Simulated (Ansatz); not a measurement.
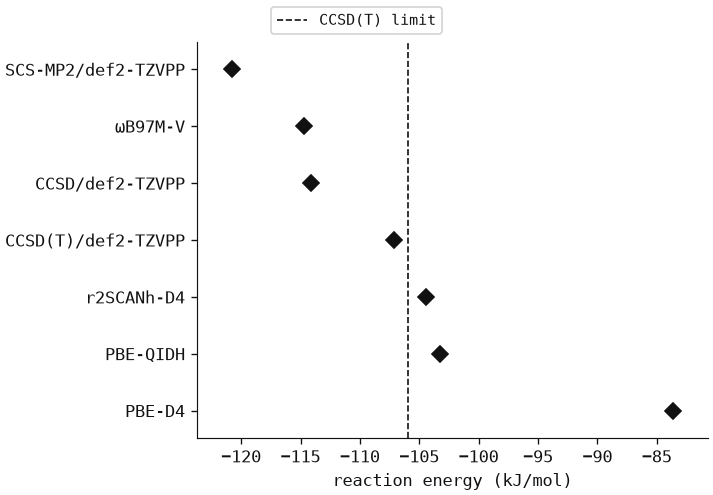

Electronic reaction energy of BSi₃H₉ (B[SiH2][SiH2][SiH3]) + HF (F) → BSiH₄F (B[SiH2]F) + Si₂H₆ ([SiH3][SiH3]) (SMILES in brackets) at several levels (functionals in def2-TZVPP unless a basis is named), isolated molecules at PBE0-D4 triple-zeta geometries, minima by their frequencies, no zero-point or thermal terms, the Ansatz code 0.2.0. The line is frozen-core CCSD(T) at the basis limit (MP2 extrapolated from triple and quadruple zeta, plus CCSD(T) less MP2 in a smaller set). PBE-QIDH holds a correlation term that converges slowly with the basis, so part of the distance to the limit is basis error. No dispersion term is added to PBE-QIDH. The distance of SCS-MP2/def2-TZVPP, CCSD/def2-TZVPP and CCSD(T)/def2-TZVPP to the limit includes basis error.

What range do the values span, the line included?

Answer. From −120.8 kJ/mol (SCS-MP2/def2-TZVPP) to −83.6 kJ/mol (PBE-D4).

What do zero-point energy and temperature add?

Answer. Zero-point change −0.2 kJ/mol; at 298.15 K and 1 bar the CCSD(T) limit plus thermal terms gives an enthalpy of reaction of −110.6 and a free energy of −108.5 kJ/mol (harmonic PBE0-D4 modes, ideal gas).

Note: one conformer of each flexible molecule.
